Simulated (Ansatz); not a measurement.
# C₂H₅B (BH2(vinyl)): what the fields show

```xyz
8

B     0.6720    1.0225   -0.4036
H     1.3605    1.4017   -1.3046
H     0.4502    1.7564    0.5163
C     0.0606   -0.3859   -0.3900
C    -0.7075   -0.7930    0.6336
H     0.2306   -1.0916   -1.2026
H    -0.9086   -0.1284    1.4699
H    -1.1578   -1.7817    0.6809
```

Geometry: r2SCAN-D4/def2-TZVP.

Computed with Ansatz 0.2.0, RKS PBE0-D4/def2-TZVP.

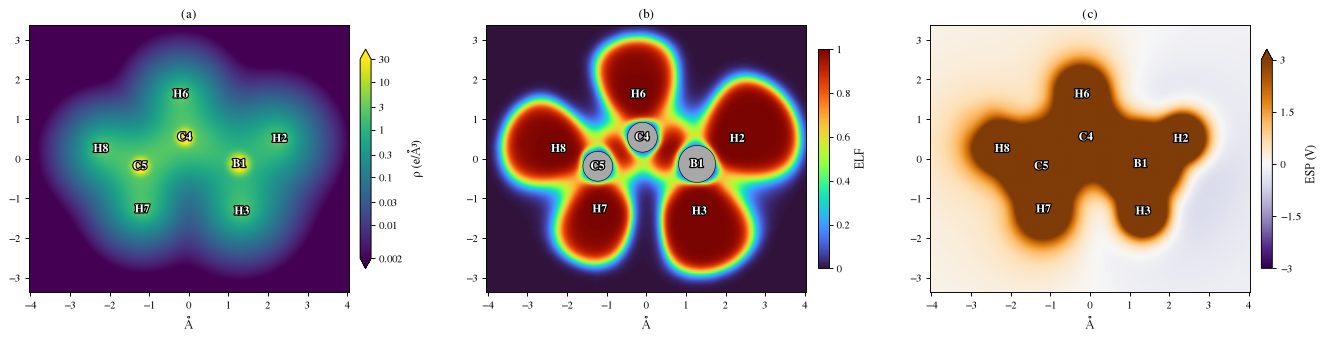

Figure 1. (a) total electron density; (b) electron localisation function; (c) molecular electrostatic potential on the molecular plane. Grey discs cover the atomic cores in the ELF map.

Interpret the plot.

Atoms in the plane: B, H and C.
C–C (1.34 Å): the density is about 2.3 e/Å³ at the midpoint; the ELF peaks at about 0.95 between the atoms: a multiple bond.
C–B (1.54 Å): the density is about 1.5 e/Å³ at the midpoint; the ELF peaks at about 1 between the atoms: localised, covalent bonding.
C–H (1.09 Å): the density is about 2 e/Å³ at the midpoint; the ELF climbs to about 1 towards the hydrogen, as it does in any bond to H; a covalent bond by its length.
B–H (1.20 Å): ρ is about 1.3 e/Å³ halfway; the ELF climbs to about 1 towards the hydrogen; an ordinary covalent bond to hydrogen.
Outside the dense part of the molecule the potential is most negative (−0.5 V) near H2.

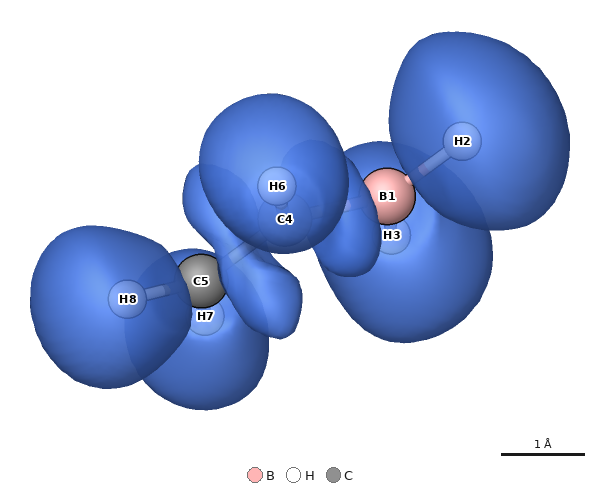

Figure 2. Isosurface of the electron localisation function at 0.75 (blue), seen at an oblique angle. Only the valence region is drawn (cores and ρ < 0.01 e/Å³ removed).

What do the ELF domains correspond to?

The ELF exceeds this value in one region between bonded B–C atoms (shared pairs), one region between bonded C–C atoms (shared pairs) and five regions around hydrogen nuclei.

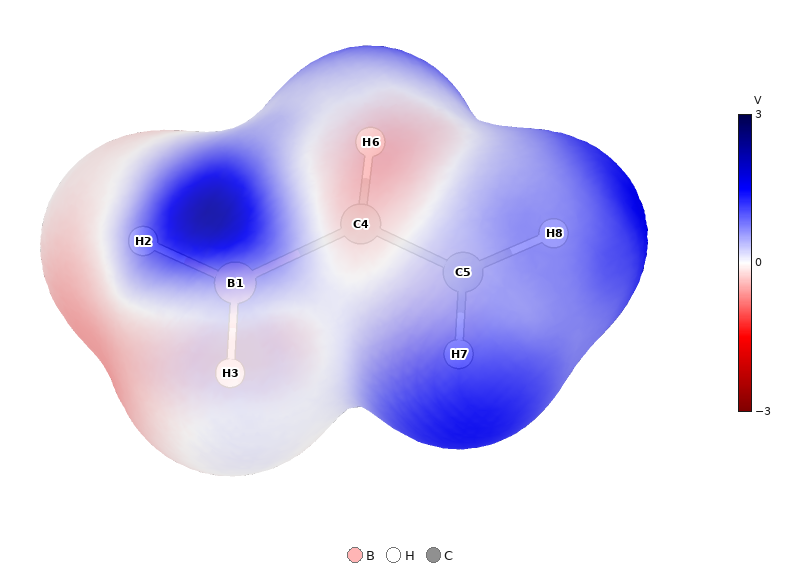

Figure 3. The electrostatic potential painted on the density surface at 0.004 e/bohr³, seen at a tilt; the colour scale runs from red (negative) to blue (positive).

Where is the surface potential most negative and most positive?

The most negative region (about −0.5 V) lies over H3, the most positive (about +2.1 V) over B1.
